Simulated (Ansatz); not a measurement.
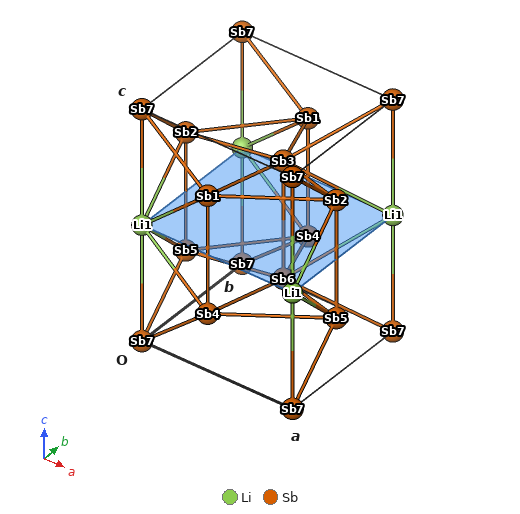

Crystal: LiSb7, the end point of a relaxation with DFT PBE, scalar-relativistic, plane waves, PAW in Ansatz; the starting structure was generated, so it need not be a known form of this composition. The shaded plane is a symmetry element of the crystal. Geometry calculated from the standardised cell; symmetry tolerance 0.002 Å.

a = 6.413 Å, b = 6.413 Å, c = 6.245 Å, α = 90.00°, β = 90.00°, γ = 120.00°.

```
atom       x       y       z
 Li1  0.0000  0.0000  0.5000
 Sb1  0.4364  0.0000  0.7544
 Sb2  0.0000  0.4364  0.7544
 Sb3  0.5636  0.5636  0.7544
 Sb4  0.4364  0.0000  0.2456
 Sb5  0.0000  0.4364  0.2456
 Sb6  0.5636  0.5636  0.2456
 Sb7  0.0000  0.0000  0.0000
```

> Is it a mirror or a glide plane, and what is the operation?

It is a mirror plane, parallel to (0 0 1), through (1/2, 1/2, 1/2): x, y, z → x, y, −z+1.

> Onto which atom does it carry each atom (up to whole multiples of a, b and c)?

Li1 → Li1, Sb1 → Sb4, Sb2 → Sb5, Sb3 → Sb6, Sb4 → Sb1, Sb5 → Sb2, Sb6 → Sb3, Sb7 → Sb7.

> What is the crystal's space group?

P-62m, No. 189.
